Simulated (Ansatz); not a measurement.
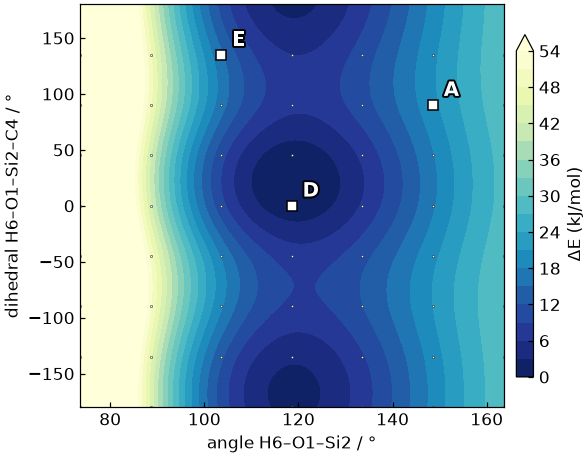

CH₂ClNOSi, SMILES O[Si]1(Cl)C=N1. The first coordinate is: angle H6–O1–Si2; the second: dihedral H6–O1–Si2–C4. Nothing is relaxed (all other coordinates rigid). The grid has 7 × 8 points. Energies are in kJ/mol, from the relaxed molecule at the same level. Computed with Ansatz, RKS BHLYP-D4/def2-SVP.

In the figure: filled contours, dots at the grid points, one colour for all values above the top of the scale, lettered points. Between grid points the surface is interpolated.

> What kind of point is each of A, D: minimum, saddle, maximum or slope?

A: on a slope; D: minimum. (In these two coordinates alone; a stationary point may lie a little off the grid point.)

> Rank the lettered points by energy, lowest first.

D (1.2 kJ/mol), E (15 kJ/mol), A (20 kJ/mol).
